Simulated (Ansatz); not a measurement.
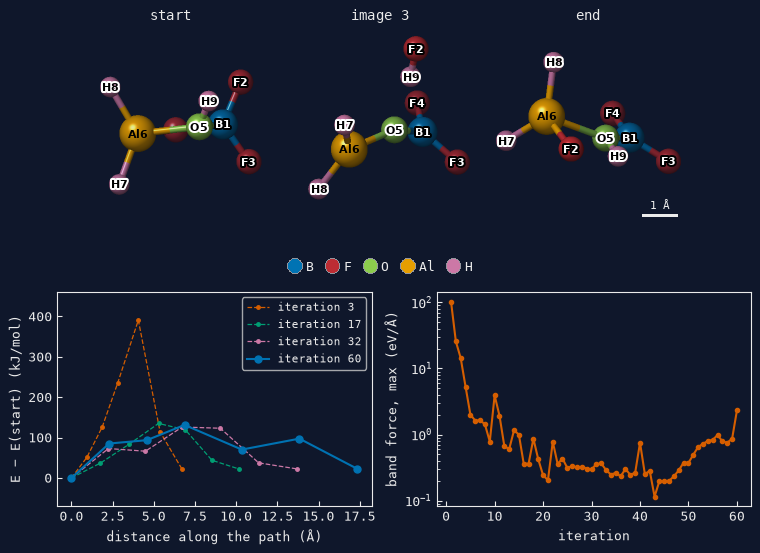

NEB run on AlBH$_{3}$OF$_{3}$. Images are numbered from 0 (start) to 6 (end). The plot follows the band through its iterations. A ball-and-stick model, seen from a free direction.

Theory: Ansatz, RKS BLYP-D4/def2-SVP. Settings: 5 movable images; climbing image; force threshold 0.03 eV/Å; iteration limit 60; starting path through a guess of the saddle point.

### How did the profile develop, and is the result final?

The result isn't final. The band hadn't converged when the run stopped after 60 iterations. The largest component of the band force went from 100 to 2.3 eV/Å. The barrier read from it is provisional, though the highest image hardly moved in the last two iterations. The first iteration put the highest image at 2482.7 kJ/mol. The energy climbs by 131.2 kJ/mol to image 3 and then falls by 108.9 kJ/mol, so the end point sits at +22.4 kJ/mol. The profile has 2 maxima (images 3, 5) with a dip at image 4 (+70.2 kJ/mol), which on an unconverged band is provisional.

The run took 8.7 min on 2 threads of Intel(R) Xeon(R) Platinum 8259CL CPU @ 2.50GHz (Skylake/Cascade Lake), with other jobs on the host, peak memory 0.16 GiB.
